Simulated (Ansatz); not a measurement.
BFH$_{4}$O$_{2}$Si (SMILES OB[SiH](O)F)

```xyz
9

O     0.4828    0.9923    1.6207
B    -0.5936    0.5851    0.9249
Si   -0.1830   -0.4536   -0.7628
O     1.4101   -0.8665   -0.7870
F    -0.5128    0.5304   -2.0113
H     0.2830    1.5029    2.4038
H    -1.6975    0.8668    1.3173
H    -0.9480   -1.6898   -1.0000
H     2.0158   -0.2750   -0.3467
```

Level of theory: RKS BHLYP/def2-SVP in Ansatz.

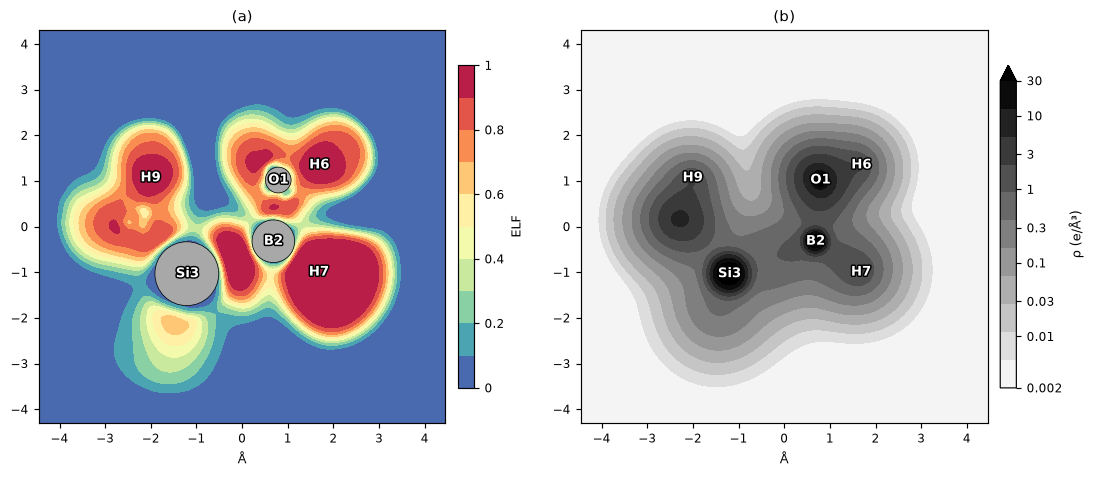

Figure 1. (a) ELF; (b) total electron density on the plane of atoms O1, B2 and Si3. Grey discs cover the atomic cores in the ELF map.

Q: What does the map show?

A: Atoms in the plane: O, B, Si and H.
B–O (1.34 Å): ρ is about 2.2 e/Å³ halfway; the ELF peaks at about 0.90 between the atoms, as expected for a polar covalent bond.
Si–B (2.02 Å): ρ is about 0.87 e/Å³ halfway; the ELF peaks at about 1 between the atoms; a covalent bond.
O–H (0.96 Å): ρ is about 3.8 e/Å³ halfway; the ELF climbs to about 1 towards the hydrogen, as it does in any bond to H (an ordinary covalent bond to hydrogen).
B–H (1.20 Å): the density is about 1.2 e/Å³ at the midpoint; the ELF climbs to about 1 towards the hydrogen: a covalent bond by its length.
The ELF also peaks beside O4 and O1, away from the bonds: lone-pair regions.

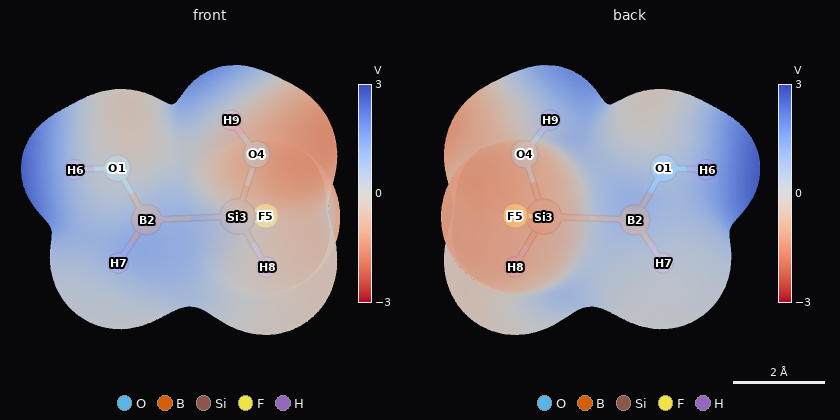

Figure 2. The molecular electrostatic potential painted on the density surface at 0.001 e/bohr³, seen from the front and from behind; the colour scale runs from red (negative) to blue (positive).

Q: Where is the surface potential most negative and most positive?

A: The most negative region (about −1.5 V) lies over O4, the most positive (about +2.6 V) over H6. O4 is the likeliest acceptor of a hydrogen bond.

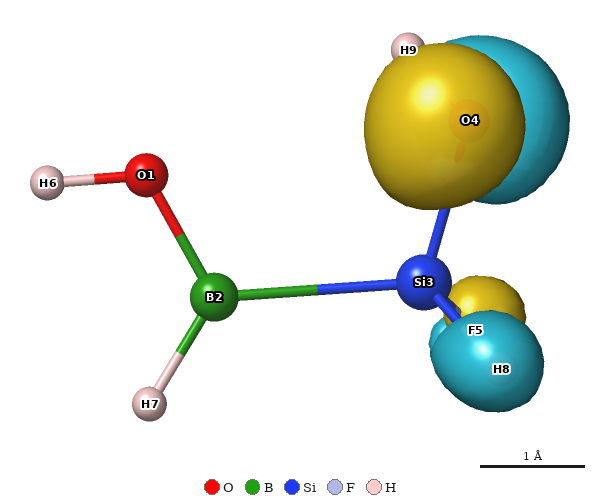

Figure 3. The HOMO−1 at ±0.2 Å⁻³ᐟ² (yellow and cyan are the two phases), seen across its widest extent.

Q: Where does this orbital lie, and at what energy?

A: It lies mainly on O4 (about 70 %), H8 (about 5 %) and F5 (about 5 %); largely a lone pair of O4. Its energy is −10.98 eV.
